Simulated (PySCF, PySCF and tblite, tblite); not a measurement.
**C₂H₄BF₃O₃: a path driven as rotation about a bond, and NMR exchange, part 1 of 2**

How fast is rotation about a bond in C₂H₄BF₃O₃ (`OB(O)OC(F)(F)CF`), and when do the exchanging lines merge?

Computed with tblite 0.8.0 (tight binding) and PySCF 2.14.0 (DFT, with response routines of our own); each step states its level. Atoms count from 0 throughout.

### Step 1. The starting structure

13 atoms, charge 0, multiplicity 1; geometry from: force field or distance geometry start.

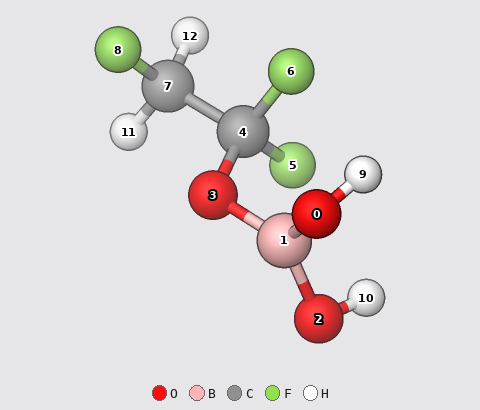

The starting geometry (oxygen red, boron pink, carbon grey, fluorine green, hydrogen white), atoms numbered.

### Step 2. GFN2-xTB relaxation, start minimum

Job settings and geometry (Å):

```
{"job": {"xc": "GFN2-xTB", "basis": "xTB", "kind": "relax"}, "charge": 0, "multiplicity": 1}
O      1.977800     1.787300     0.264900
B      1.438200     0.519800     0.738100
O      2.373200    -0.532100     1.195000
O     -0.014300     0.332400     0.883600
C     -0.556400    -0.240200    -0.279100
F     -0.005600    -1.487000    -0.545000
F     -0.349500     0.597700    -1.383300
C     -2.050600    -0.412800    -0.092200
F     -2.651600     0.804000     0.138800
H      2.064800     1.667100    -0.707600
H      2.532900    -1.075400     0.381200
H     -2.256600    -1.092300     0.768000
H     -2.506600    -0.867900    -0.998500
```

Command:

```console
> OMP_NUM_THREADS=1 python ens_run.py task.json out
```

The driver reads the study from task.json and runs its stages one after another.

The log of the run:

```text
step      E/eV     max force
  0    -925.72433    3.560
  1    -926.29863    2.329
  2    -926.52096    1.147
  3    -926.56169    0.463
  4    -926.57724    0.421
  5    -926.61983    0.604
  6    -926.63511    0.497
  7    -926.66800    0.344
  8    -926.67839    0.300
  9    -926.69495    0.308
 10    -926.70721    0.283
 11    -926.71724    0.266
 12    -926.72691    0.335
 13    -926.74313    0.472
 14    -926.77244    0.853
 15    -926.80633    1.087
 16    -926.87979    0.907
 17    -927.05639    2.547
 18    -926.88245    3.004
 19    -927.25878    0.846
 20    -927.31809    0.995
 21    -927.42005    1.403
 22    -927.47354    0.684
 23    -927.50876    0.604
 24    -927.53664    0.399
 25    -927.55862    0.335
 26    -927.56681    0.266
 27    -927.57410    0.240
 28    -927.58027    0.149
 29    -927.58299    0.184
 30    -927.58566    0.187
 31    -927.59063    0.166
 32    -927.59677    0.209
 33    -927.60342    0.221
 34    -927.60923    0.214
 35    -927.61507    0.200
 36    -927.62150    0.177
 37    -927.62718    0.167
 38    -927.63064    0.161
 39    -927.63205    0.169
 40    -927.63336    0.092
 41    -927.63437    0.091
 42    -927.63555    0.074
 43    -927.63620    0.063
 44    -927.63684    0.079
 45    -927.63734    0.072
 46    -927.63783    0.051
 47    -927.63819    0.047
 48    -927.63845    0.036
 49    -927.63864    0.034
 50    -927.63880    0.033
 51    -927.63896    0.036
 52    -927.63915    0.054
 53    -927.63947    0.075
 54    -927.64008    0.096
 55    -927.64119    0.108
 56    -927.64278    0.093
 57    -927.64432    0.108
 58    -927.64544    0.130
 59    -927.64668    0.157
 60    -927.64943    0.209
 61    -927.65460    0.321
 62    -927.66260    0.513
 63    -927.66539    0.695
 64    -927.68540    0.650
 65    -927.69881    0.437
 66    -927.70600    0.497
 67    -927.71555    0.246
 68    -927.72403    0.321
 69    -927.73167    0.300
 70    -927.73876    0.337
 71    -927.74327    0.246
 72    -927.74992    0.217
 73    -927.75540    0.178
 74    -927.75953    0.235
 75    -927.76275    0.164
 76    -927.76420    0.085
 77    -927.76547    0.103
 78    -927.76628    0.099
 79    -927.76739    0.103
 80    -927.76897    0.123
 81    -927.77006    0.112
 82    -927.77155    0.116
 83    -927.77305    0.120
 84    -927.77442    0.129
 85    -927.77539    0.089
 86    -927.77635    0.082
 87    -927.77792    0.099
 88    -927.78076    0.147
 89    -927.78466    0.182
 90    -927.78841    0.214
 91    -927.79131    0.195
 92    -927.79319    0.194
 93    -927.79558    0.138
 94    -927.79796    0.134
 95    -927.80057    0.189
 96    -927.80199    0.138
 97    -927.80383    0.105
 98    -927.80522    0.130
 99    -927.80649    0.158
100    -927.80727    0.120
101    -927.80784    0.067
102    -927.80822    0.070
103    -927.80867    0.092
104    -927.80913    0.100
105    -927.80965    0.070
106    -927.81010    0.054
107    -927.81042    0.056
108    -927.81067    0.064
109    -927.81091    0.047
110    -927.81116    0.035
111    -927.81133    0.033
112    -927.81150    0.035
113    -927.81166    0.037
114    -927.81184    0.042
115    -927.81210    0.052
116    -927.81257    0.068
117    -927.81337    0.075
118    -927.81453    0.080
119    -927.81564    0.096
120    -927.81670    0.072
121    -927.81743    0.106
122    -927.81814    0.081
123    -927.81889    0.101
124    -927.82072    0.105
125    -927.82196    0.101
126    -927.82370    0.225
127    -927.82732    0.216
128    -927.83079    0.175
129    -927.83498    0.253
130    -927.83592    0.163
131    -927.83883    0.074
132    -927.83935    0.073
133    -927.83973    0.071
134    -927.84004    0.050
135    -927.84015    0.023
136    -927.84027    0.026
137    -927.84037    0.027
138    -927.84048    0.026
139    -927.84055    0.017
140    -927.84060    0.016
141    -927.84064    0.014
142    -927.84066    0.011
143    -927.84068    0.008
144    -927.84068    0.005
145    -927.84069    0.005
146    -927.84069    0.004
147    -927.84069    0.004
148    -927.84069    0.004
149    -927.84070    0.004
150    -927.84070    0.004
151    -927.84070    0.003
152    -927.84070    0.002
```

Wall time 0.62 s (1 thread of Arm Neoverse V2, shared host).

The energy fell by 2.116 eV, and the atoms moved 0.98 Å (root mean square).

### Step 3. Relaxed scan, rotation

Job settings and geometry (Å):

```
{"job": {"xc": "GFN2-xTB", "basis": "xTB", "coordinate": [["t", [0, 1, 3, 4], 0.5], ["t", [2, 1, 3, 4], 0.5]], "kind": "drive"}, "charge": 0, "multiplicity": 1}
O      2.138828     1.479867     0.931644
B      1.541486     0.419957     0.356251
O      2.224890    -0.610881    -0.149816
O      0.137245     0.427750     0.317596
C     -0.598233    -0.519660    -0.267374
F     -0.406644    -1.744038     0.315520
F     -0.244029    -0.712609    -1.566240
C     -2.101027    -0.211979    -0.176664
F     -2.350927     1.054538    -0.606196
H      1.547267     2.162620     1.246489
H      3.177845    -0.550591    -0.091829
H     -2.416089    -0.286698     0.868001
H     -2.655000    -0.907790    -0.813452
```

The log of the run:

```text
point  coordinate     E/eV
  0    101.400     -927.82334
  1    116.100     -927.77384
  2    131.200     -927.72747
  3    146.100     -927.66152
  4    161.400     -927.62893
  5    176.600     -927.60365
  6    191.900     -927.62077
  7    207.000     -927.65312
  8    222.100     -927.70426
  9    236.900     -927.74171
 10    251.900     -927.77823
 11    266.700     -927.78914
```

Run time: 1.9 s. Hardware: 1 thread of Arm Neoverse V2, shared host.

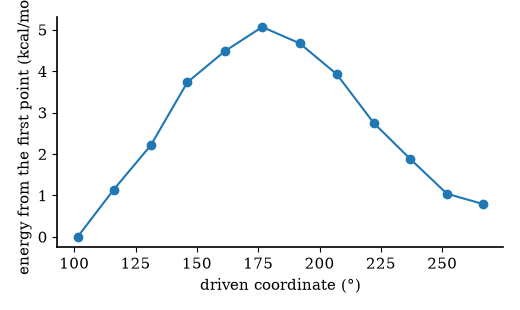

Energy along the scan.

### Step 4. Nudged elastic band, leg 1

Changed since step 3:

```diff
@@ -1,2 +1,2 @@
-{"job": {"xc": "GFN2-xTB", "basis": "xTB", "coordinate": [["t", [0, 1, 3, 4], 0.5], ["t", [2, 1, 3, 4], 0.5]], "kind": "drive"}, "charge": 0, "multiplicity": 1}
+{"job": {"xc": "GFN2-xTB", "basis": "xTB", "kind": "neb"}, "charge": 0, "multiplicity": 1}
 O      2.138828     1.479867     0.931644
```

The log of the run:

```text
image   E - E0 / eV
  0       0.0000
  1       0.0407
  2       0.1476
  3       0.2362
  4       0.1625
  5       0.0765
  6       0.0442
```

Wall time 1.8 s (1 thread of Arm Neoverse V2, shared host); peak memory 0.2 GiB.

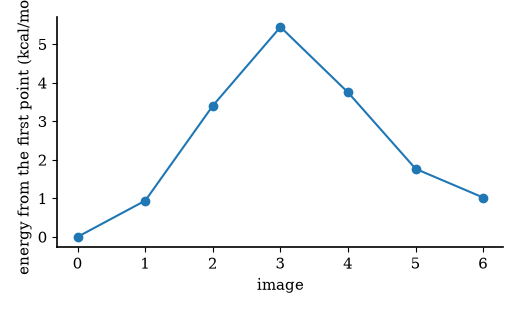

Energy along the band.

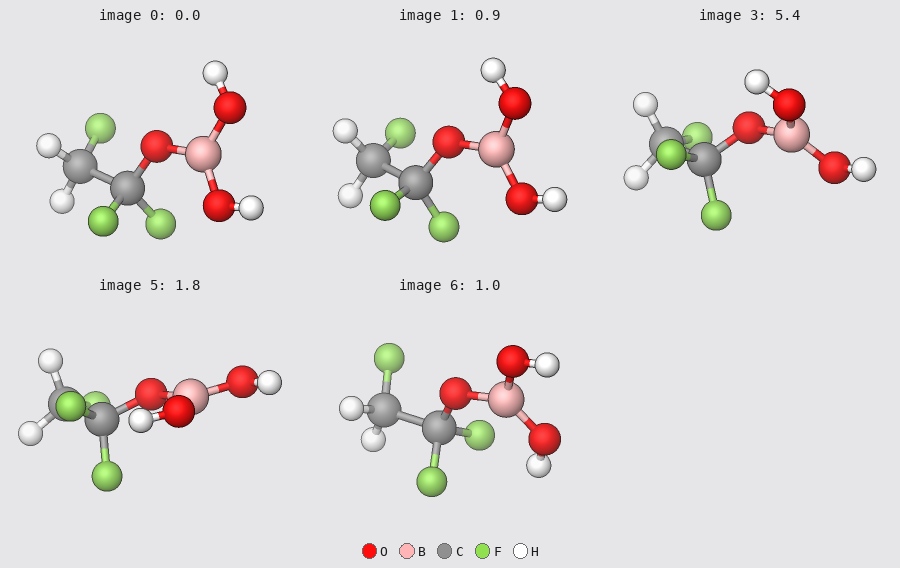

Images along the band, with energies in kcal/mol.

### Step 5. Saddle search, leg 1

Job settings and geometry (Å):

```
{"job": {"xc": "GFN2-xTB", "basis": "xTB", "kind": "saddle"}, "charge": 0, "multiplicity": 1}
O      2.086858     0.708047     1.322873
B      1.578879     0.486003     0.098566
O      2.355639     0.279731    -0.962846
O      0.169939     0.550475    -0.107823
C     -0.638823    -0.487720    -0.055928
F     -0.635272    -1.049934     1.217176
F     -0.227142    -1.527036    -0.836223
C     -2.099758    -0.132391    -0.366307
F     -2.177409     0.650936    -1.472889
H      1.466930     0.844422     2.039083
H      3.299724     0.300439    -0.800876
H     -2.514087     0.427365     0.477845
H     -2.665478    -1.050337    -0.552652
```

The log of the run:

```text
step      E/eV     max force
  0    -927.60452   0.0301
  1    -927.60723   0.0943
  2    -927.60546   0.0326
  3    -927.60641   0.0198
  4    -927.60796   0.0902
  5    -927.60722   0.0128
  6    -927.60828   0.0130
  7    -927.60912   0.0533
  8    -927.60868   0.0105
  9    -927.60912   0.0184
 10    -927.60949   0.0186
 11    -927.60975   0.0065
 12    -927.60981   0.0051
 13    -927.60981   0.0000
lowest wavenumbers (cm-1): -72.3 44.9 61.2 104.7 177.0 290.7
```

It took 2.4 s on 1 thread of Arm Neoverse V2, shared host; peak memory 0.2 GiB.

Point group C1; 1 imaginary mode, 72i cm⁻¹, carried by O0, O2, O3, F5. Steps downhill from it reached both ends.

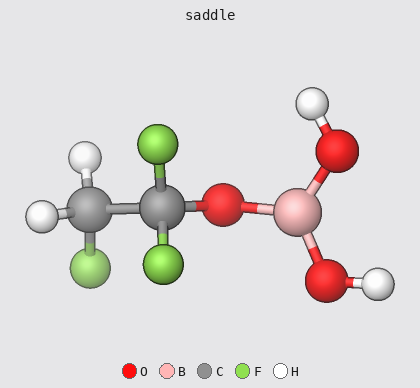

The saddle point.

### Step 6. Shieldings, start: PBE0/pcSseg-1

Job settings and geometry (Å):

```
{"job": {"kind": "nmr", "xc": "PBE0", "basis": "pcSseg-1", "pop": false}, "charge": 0, "multiplicity": 1}
O      2.138828     1.479867     0.931644
B      1.541486     0.419957     0.356251
O      2.224890    -0.610881    -0.149816
O      0.137245     0.427750     0.317596
C     -0.598233    -0.519660    -0.267374
F     -0.406644    -1.744038     0.315520
F     -0.244029    -0.712609    -1.566240
C     -2.101027    -0.211979    -0.176664
F     -2.350927     1.054538    -0.606196
H      1.547267     2.162620     1.246489
H      3.177845    -0.550591    -0.091829
H     -2.416089    -0.286698     0.868001
H     -2.655000    -0.907790    -0.813452
```

The log of the run:

```text
coarse grid: 12256 points
cycle   1  E = -627.7788450628  dE =  1.559e+00  |g| = 1.253e+00  |ddm| = 3.091e+00
cycle   2  E = -627.5468499563  dE =  2.320e-01  |g| = 1.758e+00  |ddm| = 1.457e+00
cycle   3  E = -628.0386580415  dE = -4.918e-01  |g| = 9.592e-02  |ddm| = 8.891e-01
cycle   4  E = -628.0396475694  dE = -9.895e-04  |g| = 6.295e-02  |ddm| = 8.123e-02
cycle   5  E = -628.0402747530  dE = -6.272e-04  |g| = 8.867e-03  |ddm| = 3.463e-02
cycle   6  E = -628.0402865065  dE = -1.175e-05  |g| = 3.451e-03  |ddm| = 6.606e-03
cycle   7  E = -628.0402883950  dE = -1.889e-06  |g| = 8.053e-04  |ddm| = 1.984e-03
final grid: 123552 points
cycle   8  E = -628.1415375806  dE = -6.047e-05  |g| = 1.012e-02  |ddm| = 2.151e-02
cycle   9  E = -628.1415247397  dE =  1.284e-05  |g| = 1.365e-02  |ddm| = 1.172e-02
cycle  10  E = -628.1415549889  dE = -3.025e-05  |g| = 6.471e-04  |ddm| = 6.498e-03
cycle  11  E = -628.1415550453  dE = -5.640e-08  |g| = 3.111e-04  |ddm| = 6.348e-04
cycle  12  E = -628.1415550590  dE = -1.372e-08  |g| = 7.253e-05  |ddm| = 1.967e-04
cycle  13  E = -628.1415550599  dE = -8.695e-10  |g| = 1.694e-05  |ddm| = 4.945e-05
converged SCF energy = -628.1415550599

GIAO shielding tensors (ppm)
atom      isotropic    diamagn.    paramagn.     s11        s22        s33       span
  0 O      245.290     386.239    -140.950    170.336    273.277    292.256    121.921
  1 B       83.681     196.402    -112.721     66.716     86.149     98.179     31.463
  2 O      250.139     387.238    -137.099    175.425    284.433    290.559    115.133
  3 O      189.053     399.086    -210.033    118.878    211.489    236.792    117.914
  4 C       60.566     239.271    -178.705     53.460     60.285     67.954     14.494
  5 F      259.197     475.285    -216.088    161.761    265.840    349.989    188.228
  6 F      256.342     475.552    -219.210    166.054    252.354    350.619    184.565
  7 C       99.926     238.927    -139.001     77.657     82.870    139.251     61.594
  8 F      435.412     471.103     -35.690    410.239    417.922    478.076     67.838
  9 H       27.921      32.499      -4.579     20.937     24.681     38.144     17.207
 10 H       27.696      29.305      -1.610     20.789     22.873     39.426     18.637
 11 H       27.079      27.186      -0.107     23.325     27.722     30.189      6.865
 12 H       26.851      26.148       0.703     23.149     27.385     30.021      6.872
```

Wall time 15 s (1 thread of Arm Neoverse V2, shared host); peak memory 0.78 GiB.

Key values: HOMO -9.78 eV, LUMO 1.10 eV; dipole 1.76 D.

(Continued in part 2 of 2.)
